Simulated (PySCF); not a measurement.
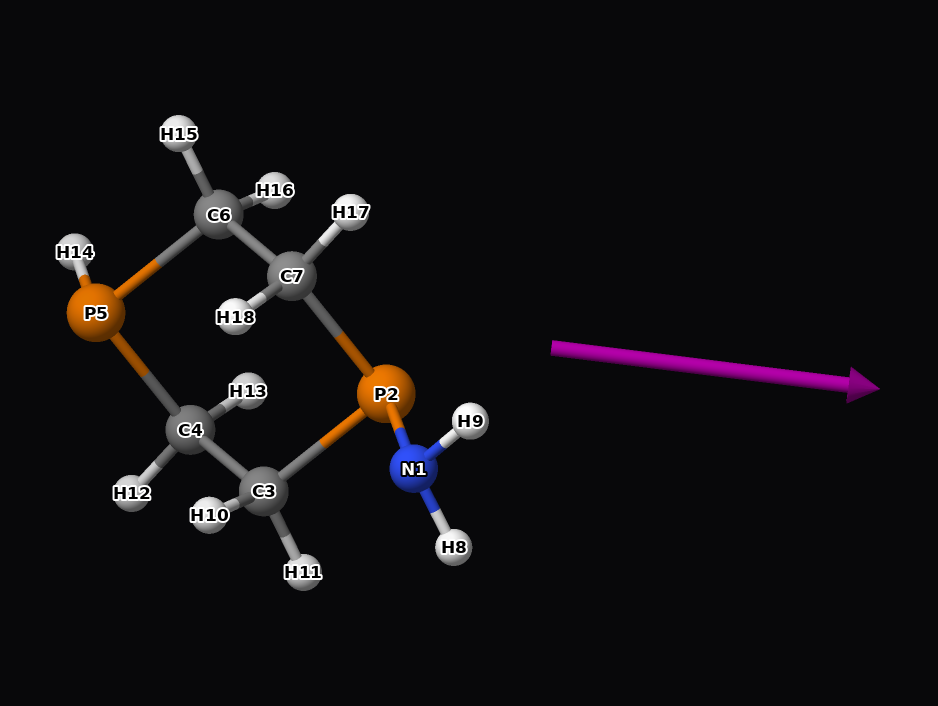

The arrow beside the molecule shows the direction of the dipole moment, from the negative to the positive end (its length means nothing). Computed geometry: GFN2-xTB optimisation. No frequency run is at hand to confirm it as a minimum. Method: PBE0/pcSseg-1, gas phase (PySCF 2.14.0).

> Estimate the dipole moment.

1.52 D; it points from the side of H14 to the side of H8, H9 (the outermost atoms at the two ends).

The geometry is semi-empirical. Around P such bond lengths and angles can be off by a tenth of an ångström or more and by several degrees, and values that hang on the shape move with them.
